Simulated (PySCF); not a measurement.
# (Z)-2-Butenenitrile: NMR shifts and electronic excitations in gas and solvents, part 2 of 2

PySCF 2.14.0. Atoms count from 0. The steps go on from the part before.

## Step 8: Shielding tensors: wB97X-D/pcSseg-2 in chloroform

What the job is given:

```
{"job": {"kind": "nmr", "xc": "wB97X-D", "basis": "pcSseg-2", "pop": false, "solvent": "chloroform"}, "charge": 0, "multiplicity": 1}
C     -1.001746    -0.727354     0.580334
C     -0.192162     0.492993     0.351471
C      1.024331     0.534122    -0.196724
C      1.707574    -0.631094    -0.640416
N      2.273465    -1.568086    -1.001444
H     -1.238955    -0.831935     1.643385
H     -0.488042    -1.628477     0.244820
H     -1.958533    -0.651891     0.054700
H     -0.628497     1.439401     0.658567
H      1.547622     1.473856    -0.328623
```

With the program's defaults for keys left out, this is: GIAO wB97X-D/pcSseg-2 NMR shielding, non-relativistic, IEF-PCM chloroform.

Log:

```text
coarse grid: 8512 points
cycle   1  E = -210.0995437964  dE =  6.655e-01  |g| = 4.600e-01  |ddm| = 2.186e+00
cycle   2  E = -210.0599336811  dE =  3.961e-02  |g| = 6.709e-01  |ddm| = 7.026e-01
cycle   3  E = -210.1523349071  dE = -9.240e-02  |g| = 4.029e-02  |ddm| = 4.379e-01
cycle   4  E = -210.1527271778  dE = -3.923e-04  |g| = 2.213e-02  |ddm| = 5.918e-02
cycle   5  E = -210.1528454148  dE = -1.182e-04  |g| = 4.342e-03  |ddm| = 2.267e-02
cycle   6  E = -210.1528502881  dE = -4.873e-06  |g| = 1.818e-03  |ddm| = 6.106e-03
final grid: 82688 points
cycle   7  E = -210.1600478123  dE = -1.761e-04  |g| = 5.991e-03  |ddm| = 5.988e-02
cycle   8  E = -210.1600490693  dE = -1.257e-06  |g| = 5.620e-03  |ddm| = 8.742e-03
cycle   9  E = -210.1600549904  dE = -5.921e-06  |g| = 1.492e-03  |ddm| = 4.573e-03
cycle  10  E = -210.1600553982  dE = -4.078e-07  |g| = 5.099e-04  |ddm| = 1.149e-03
cycle  11  E = -210.1600554597  dE = -6.157e-08  |g| = 1.177e-04  |ddm| = 4.286e-04
cycle  12  E = -210.1600554635  dE = -3.798e-09  |g| = 4.346e-05  |ddm| = 1.221e-04
cycle  13  E = -210.1600554642  dE = -6.452e-10  |g| = 1.019e-05  |ddm| = 6.544e-05
converged SCF energy = -210.1600554642

GIAO shielding tensors (ppm)
atom      isotropic    diamagn.    paramagn.     s11        s22        s33       span
  0 C      165.173     240.648     -75.476    147.269    165.833    182.416     35.147
  1 C       12.817     254.338    -241.521   -131.514      2.379    167.585    299.098
  2 C       78.587     253.580    -174.994    -28.201    111.931    152.031    180.232
  3 C       58.344     262.657    -204.313    -59.926    -58.180    293.137    353.063
  4 N      -37.427     335.590    -373.017   -194.067   -148.970    230.755    424.822
  5 H       29.589      28.644       0.946     26.263     26.817     35.689      9.426
  6 H       29.014      31.053      -2.039     25.096     29.462     32.485      7.389
  7 H       29.590      29.060       0.529     26.267     26.812     35.690      9.423
  8 H       24.317      31.256      -6.939     21.875     23.421     27.655      5.780
  9 H       26.002      29.625      -3.624     22.853     26.327     28.825      5.972
```

It took 26 s on 1 thread of Arm Neoverse V1, shared host; peak memory 1.4 GiB.

In short: δ C1 174.3, C3 128.8, C2 108.5, C0 21.9, H8 7.30, H9 5.61 ppm.

## Step 9: TDDFT and polarisability: PBE0/aug-cc-pVTZ

Same as in step 8 but for these lines:

```diff
@@ -1,2 +1,2 @@
-{"job": {"kind": "nmr", "xc": "wB97X-D", "basis": "pcSseg-2", "pop": false, "solvent": "chloroform"}, "charge": 0, "multiplicity": 1}
+{"job": {"kind": "uv", "xc": "PBE0", "basis": "aug-cc-pVTZ", "ip": false, "dynamic": true}, "charge": 0, "multiplicity": 1}
 C     -1.001746    -0.727354     0.580334
```

Method: TDDFT PBE0/aug-cc-pVTZ, vertical, gas phase, core orbitals frozen in the response.

Log:

```text
coarse grid: 8512 points
cycle   1  E = -209.9281162937  dE =  5.614e-01  |g| = 4.297e-01  |ddm| = 7.562e+00
cycle   2  E = -209.8164763839  dE =  1.116e-01  |g| = 8.397e-01  |ddm| = 2.040e+00
cycle   3  E = -209.9701702312  dE = -1.537e-01  |g| = 1.390e-01  |ddm| = 1.162e+00
cycle   4  E = -209.9744779094  dE = -4.308e-03  |g| = 3.550e-02  |ddm| = 2.681e-01
cycle   5  E = -209.9747729265  dE = -2.950e-04  |g| = 5.614e-03  |ddm| = 6.935e-02
cycle   6  E = -209.9747789348  dE = -6.008e-06  |g| = 2.644e-03  |ddm| = 1.466e-02
final grid: 82688 points
cycle   7  E = -209.9685802339  dE = -5.781e-05  |g| = 8.032e-03  |ddm| = 4.867e-01
cycle   8  E = -209.9685630362  dE =  1.720e-05  |g| = 1.140e-02  |ddm| = 3.496e-02
cycle   9  E = -209.9685950835  dE = -3.205e-05  |g| = 1.975e-03  |ddm| = 1.865e-02
cycle  10  E = -209.9685959994  dE = -9.159e-07  |g| = 4.758e-04  |ddm| = 3.301e-03
cycle  11  E = -209.9685960275  dE = -2.810e-08  |g| = 3.269e-04  |ddm| = 1.051e-03
cycle  12  E = -209.9685960503  dE = -2.284e-08  |g| = 3.957e-05  |ddm| = 4.764e-04
cycle  13  E = -209.9685960507  dE = -3.423e-10  |g| = 7.471e-06  |ddm| = 9.737e-05
converged SCF energy = -209.9685960507

Static polarisability (au): isotropic 55.063, principal 38.146 51.579 75.465

Singlet excitations
state   eV       nm        f      main configurations
  1   6.1865    200.4   0.36224   H->L 0.91
  2   6.3801    194.3   0.00042   H-1->L 0.82, H->L+1 0.11
  3   6.5171    190.2   0.00278   H->L+1 0.73, H-1->L 0.15
  4   7.1129    174.3   0.00091   H->L+2 0.47, H->L+5 0.27, H->L+1 0.13
  5   7.4110    167.3   0.00787   H-2->L 0.89
  6   7.4433    166.6   0.00793   H->L+2 0.40, H->L+3 0.34, H->L+5 0.19
  7   7.5928    163.3   0.00396   H->L+3 0.51, H->L+5 0.30
  8   7.6915    161.2   0.02249   H->L+4 0.97
  9   7.9771    155.4   0.11974   H-3->L 0.75, H-1->L+5 0.09
 10   8.0908    153.2   0.00084   H-4->L 0.90

Triplet excitations (Tamm-Dancoff, eV): 3.7090 5.9415 6.2771 6.3799
```

Wall time 53 s (1 thread of Arm Neoverse V1, shared host); peak memory 1.1 GiB.

Frontier orbitals and where they lie:

```
orbital      eV                      atoms
 HOMO−3  -10.63  C3 36 %, N4 31 %, C2 16 %
 HOMO−2  -10.31   N4 71 %, C3 14 %, C2 4 %
 HOMO−1   -9.58   N4 49 %, C3 35 %, C2 8 %
   HOMO   -7.98  C2 25 %, C1 24 %, N4 21 %
   LUMO   -1.38  C1 29 %, C2 22 %, N4 16 %
 LUMO+1   -0.31  H8 26 %, H9 18 %, H5 14 %
 LUMO+2    0.20  H7 17 %, H5 17 %, H9 14 %
```

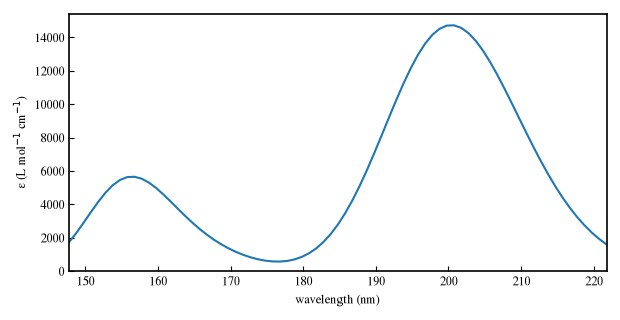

Absorption spectrum: each of the 10 states is a Gaussian band of 0.4 eV half-width at 1/e. Beyond the last state computed it falls off for lack of states.

Ground-state properties from the same run:

```
           property  computed  measured
  dipole moment (D)      4.33      4.08
polarisability (Å³)      8.16         –
 HOMO–LUMO gap (eV)      6.60         –
      −ε(HOMO) (eV)      7.98         –
C6 with itself (au)      1174         –
```

Measured: gas; NIST CCCBDB Release 22 (SRD 101), experimental dipoles.

## Step 10: TDDFT and polarisability: CAM-B3LYP/aug-cc-pVTZ

Same as in step 9 but for these lines:

```diff
@@ -1,2 +1,2 @@
-{"job": {"kind": "uv", "xc": "PBE0", "basis": "aug-cc-pVTZ", "ip": false, "dynamic": true}, "charge": 0, "multiplicity": 1}
+{"job": {"kind": "uv", "xc": "CAM-B3LYP", "basis": "aug-cc-pVTZ", "ip": false, "dynamic": false}, "charge": 0, "multiplicity": 1}
 C     -1.001746    -0.727354     0.580334
```

Level: TDDFT CAM-B3LYP/aug-cc-pVTZ, vertical, gas phase, core orbitals frozen in the response.

Log:

```text
coarse grid: 8512 points
cycle   1  E = -210.0565514813  dE =  6.515e-01  |g| = 4.639e-01  |ddm| = 7.535e+00
cycle   2  E = -209.9739367418  dE =  8.261e-02  |g| = 8.144e-01  |ddm| = 1.879e+00
cycle   3  E = -210.1120463720  dE = -1.381e-01  |g| = 5.815e-02  |ddm| = 1.041e+00
cycle   4  E = -210.1127035045  dE = -6.571e-04  |g| = 3.186e-02  |ddm| = 1.689e-01
cycle   5  E = -210.1129444178  dE = -2.409e-04  |g| = 4.512e-03  |ddm| = 6.529e-02
cycle   6  E = -210.1129483963  dE = -3.979e-06  |g| = 2.427e-03  |ddm| = 1.172e-02
final grid: 82688 points
cycle   7  E = -210.1140281249  dE = -4.193e-05  |g| = 3.904e-03  |ddm| = 3.776e-01
cycle   8  E = -210.1140279861  dE =  1.389e-07  |g| = 3.920e-03  |ddm| = 2.615e-02
cycle   9  E = -210.1140313852  dE = -3.399e-06  |g| = 5.625e-04  |ddm| = 6.599e-03
cycle  10  E = -210.1140314484  dE = -6.324e-08  |g| = 2.302e-04  |ddm| = 1.369e-03
cycle  11  E = -210.1140314583  dE = -9.803e-09  |g| = 9.705e-05  |ddm| = 5.621e-04
cycle  12  E = -210.1140314601  dE = -1.883e-09  |g| = 2.896e-05  |ddm| = 1.541e-04
cycle  13  E = -210.1140314603  dE = -1.779e-10  |g| = 4.228e-06  |ddm| = 5.217e-05
converged SCF energy = -210.1140314603

Static polarisability (au): isotropic 54.837, principal 38.315 51.229 74.968

Singlet excitations
state   eV       nm        f      main configurations
  1   6.2552    198.2   0.37153   H->L 0.91
  2   6.5581    189.1   0.00240   H->L+1 0.36, H-1->L 0.34, H->L+7 0.13
  3   6.6651    186.0   0.00188   H-1->L 0.59, H->L+1 0.28
  4   7.2449    171.1   0.00002   H->L+1 0.23, H->L+8 0.13, H->L+3 0.13
  5   7.6228    162.6   0.00560   H->L+2 0.70, H->L+3 0.12
  6   7.7186    160.6   0.01040   H->L+3 0.56, H->L+13 0.08
  7   7.8303    158.3   0.00522   H-2->L 0.72, H-4->L 0.14
  8   7.8688    157.6   0.02801   H->L+4 0.85, H->L+9 0.09
  9   8.1432    152.3   0.14520   H-3->L 0.59, H-1->L+7 0.10
 10   8.4683    146.4   0.01228   H-4->L 0.45, H-2->L 0.15, H-5->L 0.12

Triplet excitations (Tamm-Dancoff, eV): 3.7744 6.1364 6.3807 6.5256
```

Wall time 58 s (1 thread of Arm Neoverse V1, shared host); peak memory 1.3 GiB.

Key values: HOMO -9.27 eV, LUMO -0.26 eV; lowest singlet 6.26 eV.

## Step 11: TDDFT and polarisability: wB97X-D/aug-cc-pVTZ

Same as in step 10 but for these lines:

```diff
@@ -1,2 +1,2 @@
-{"job": {"kind": "uv", "xc": "CAM-B3LYP", "basis": "aug-cc-pVTZ", "ip": false, "dynamic": false}, "charge": 0, "multiplicity": 1}
+{"job": {"kind": "uv", "xc": "wB97X-D", "basis": "aug-cc-pVTZ", "ip": true, "dynamic": false}, "charge": 0, "multiplicity": 1}
 C     -1.001746    -0.727354     0.580334
```

Method: TDDFT wB97X-D/aug-cc-pVTZ, vertical, gas phase, core orbitals frozen in the response.

Log:

```text
coarse grid: 8512 points
cycle   1  E = -210.0903599628  dE =  6.891e-01  |g| = 4.865e-01  |ddm| = 7.858e+00
cycle   2  E = -210.0241733774  dE =  6.619e-02  |g| = 7.845e-01  |ddm| = 2.165e+00
cycle   3  E = -210.1526549747  dE = -1.285e-01  |g| = 4.509e-02  |ddm| = 1.151e+00
cycle   4  E = -210.1531046812  dE = -4.497e-04  |g| = 2.631e-02  |ddm| = 2.472e-01
cycle   5  E = -210.1532712102  dE = -1.665e-04  |g| = 5.575e-03  |ddm| = 7.778e-02
cycle   6  E = -210.1532786228  dE = -7.413e-06  |g| = 2.484e-03  |ddm| = 2.041e-02
final grid: 82688 points
cycle   7  E = -210.1482872196  dE = -1.498e-04  |g| = 6.274e-03  |ddm| = 5.784e-01
cycle   8  E = -210.1482852834  dE =  1.936e-06  |g| = 7.032e-03  |ddm| = 4.765e-02
cycle   9  E = -210.1482949319  dE = -9.648e-06  |g| = 1.482e-03  |ddm| = 1.217e-02
cycle  10  E = -210.1482953181  dE = -3.861e-07  |g| = 6.071e-04  |ddm| = 3.775e-03
cycle  11  E = -210.1482954007  dE = -8.260e-08  |g| = 1.325e-04  |ddm| = 1.678e-03
cycle  12  E = -210.1482954052  dE = -4.577e-09  |g| = 3.184e-05  |ddm| = 4.035e-04
cycle  13  E = -210.1482954056  dE = -3.761e-10  |g| = 7.505e-06  |ddm| = 1.814e-04
converged SCF energy = -210.1482954056

Static polarisability (au): isotropic 54.885, principal 38.438 51.236 74.979

Singlet excitations
state   eV       nm        f      main configurations
  1   6.2725    197.7   0.37620   H->L 0.92
  2   6.5938    188.0   0.00043   H-1->L 0.79
  3   6.7636    183.3   0.00397   H->L+1 0.44, H->L+7 0.24, H-1->L 0.15
  4   7.3515    168.7   0.00034   H->L+1 0.28, H->L+12 0.16, H->L+8 0.12
  5   7.7764    159.4   0.01291   H-2->L 0.71, H-4->L 0.12
  6   7.7902    159.2   0.00621   H->L+2 0.78
  7   7.8687    157.6   0.00175   H->L+3 0.56
  8   7.9682    155.6   0.02813   H->L+4 0.77, H->L+9 0.14
  9   8.1693    151.8   0.13672   H-3->L 0.64, H-1->L+7 0.10
 10   8.4667    146.4   0.00542   H-4->L 0.71, H-2->L 0.16

Triplet excitations (Tamm-Dancoff, eV): 3.8577 6.2243 6.4669 6.6350
Vertical ionisation energy (delta-SCF) = 10.1244 eV
```

It took 94 s on 1 thread of Arm Neoverse V1, shared host; peak memory 1.4 GiB.

Key values: HOMO -9.77 eV, LUMO 0.41 eV; lowest singlet 6.27 eV.

## Step 12: Run by run: NMR shifts

Shifts (ppm) of some atoms, chosen among heavy atoms and hydrogens apart, with basis size and wall time:

```
                           run     C1     C3     C2    C0    H8    H9     N4  functions  time
                 PBE0/pcSseg-2  165.0  123.7  109.9  21.0  6.82  5.46  323.3        250  22 s
                  KT3/pcSseg-2  151.4  113.6  100.1  21.2  6.55  5.34  298.7        250  30 s
              wB97X-D/pcSseg-2  166.3  124.0  111.3  20.5  6.83  5.43  320.0        250  26 s
                B97-2/pcSseg-2  161.5  121.5  107.4  21.1  6.75  5.42  314.6        250  20 s
   WP04/pcSseg-2 in chloroform  171.5  125.4  106.7  23.3  6.94  5.43  293.7        250  21 s
wB97X-D/pcSseg-2 in chloroform  174.3  128.8  108.5  21.9  7.30  5.61  302.0        250  26 s
```

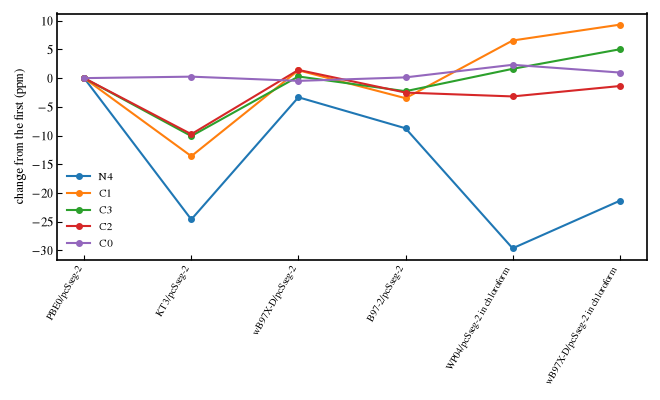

How five of the tabulated atoms move from run to run.

## Step 13: Side by side: electronic excitations

Excitations and ground-state properties, with basis size and wall time:

```
                  run  lowest singlet (eV)  brightest (eV)      f  gap (eV)  α (Å³)  μ (D)  functions  time
     PBE0/aug-cc-pVTZ                 6.19            6.19  0.362      6.60    8.16   4.33        345  53 s
CAM-B3LYP/aug-cc-pVTZ                 6.26            6.26  0.372      9.00    8.13   4.38        345  58 s
  wB97X-D/aug-cc-pVTZ                 6.27            6.27  0.376     10.18    8.13   4.35        345  94 s
```

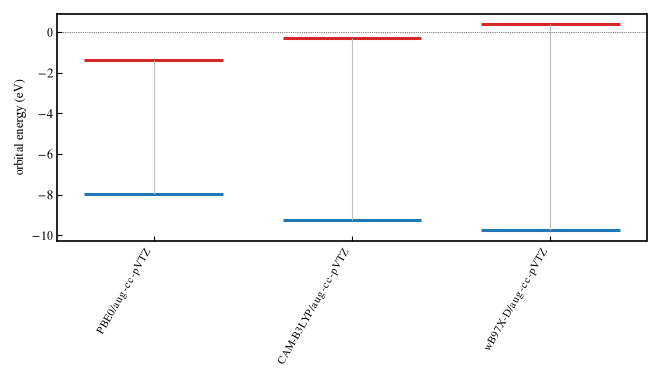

HOMO (blue) and LUMO (red) run by run.

Measured dipole: 4.08 D (gas; NIST CCCBDB Release 22 (SRD 101), experimental dipoles).

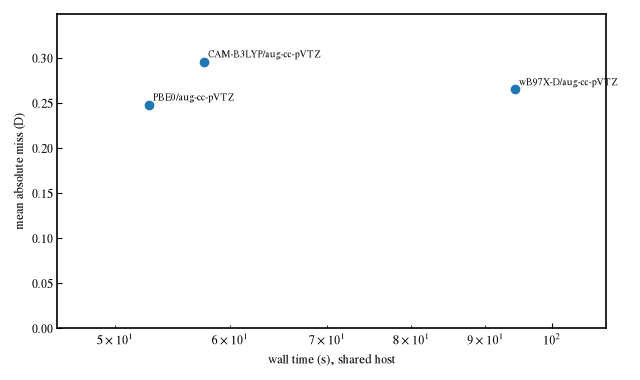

Cost against miss for the measured dipole.

## Step 14: Outcome

What follows sums up all 2 parts.

```
                                                              quantity                          value
                                                           point group                             Cs
                                  rotational constants (main isotopes)          12.14, 3.52, 2.78 GHz
                                13C shifts against TMS (PBE0/pcSseg-2)  165.0, 123.7, 109.9, 21.0 ppm
1H shifts against TMS (PBE0/pcSseg-2, means over atoms taken as alike)           6.82, 5.46, 2.17 ppm
                                15N shifts against NH3 (PBE0/pcSseg-2)                      323.3 ppm
                                     lowest singlet (PBE0/aug-cc-pVTZ)    6.19 eV (200 nm), f = 0.362
                                                        lowest triplet                        3.71 eV
                      range of the shift of N4 (wB97X-D/pcSseg-2 runs)             302.0 to 320.0 ppm
                                           range of the lowest singlet                6.19 to 6.27 eV
```

In words: Relaxing lowered the energy by 0.062 eV in 10 steps; the close pair that moved most is C0–H6, from 1.067 to 1.090 Å. At PBE0/pcSseg-2: Shielding is most anisotropic at N4 (span 439 ppm, paramagnetic term -396 ppm). The first singlet state (HOMO→LUMO 0.91) lies at 6.19 eV and is bright. The lowest triplet lies 2.48 eV below the lowest singlet (triplets in Tamm-Dancoff, singlets in full TDDFT). The dipole moment, 4.33 D, compares with 4.08 D measured (one conformer here). At one level, wB97X-D/pcSseg-2: Across the 2 runs the shift of N4 moves most, between 302.0 (wB97X-D/pcSseg-2 in chloroform) and 320.0 ppm (wB97X-D/pcSseg-2). The lowest singlet runs from 6.19 eV (PBE0/aug-cc-pVTZ) to 6.27 eV (wB97X-D/aug-cc-pVTZ), while the orbital gap spans 6.60 to 10.18 eV: the excitation energy moves far less from run to run than the orbital gap does. The lowest state need not be the same one in every run. For the measured dipole, PBE0/aug-cc-pVTZ misses least (0.25 D, 53 s) and CAM-B3LYP/aug-cc-pVTZ most (0.30 D, 58 s). One molecule ranks no method: errors cancel, and vibration and temperature are missing from all runs.
